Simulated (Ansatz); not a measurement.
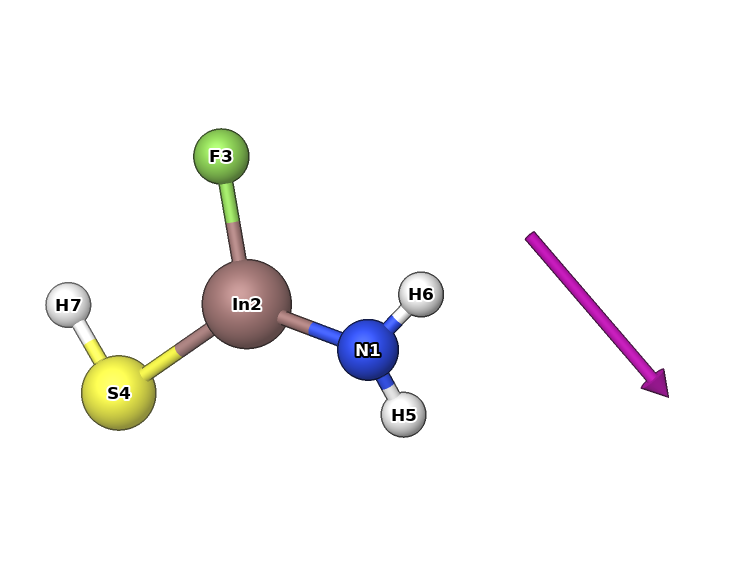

The arrow beside the molecule shows the direction of the dipole moment, from the negative to the positive end (its length means nothing). The geometry was computed by an optimisation with PBE0-D4/def2-TZVP. No frequency run is at hand to confirm it as a minimum. Properties computed with RKS B3LYP-D4/def2-TZVPP, core potentials on In (Ansatz 0.2.0).

Estimate the dipole moment.

Answer. 2.49 D; it points from the side of F3 to the side of H5 (the outermost atoms at the two ends).
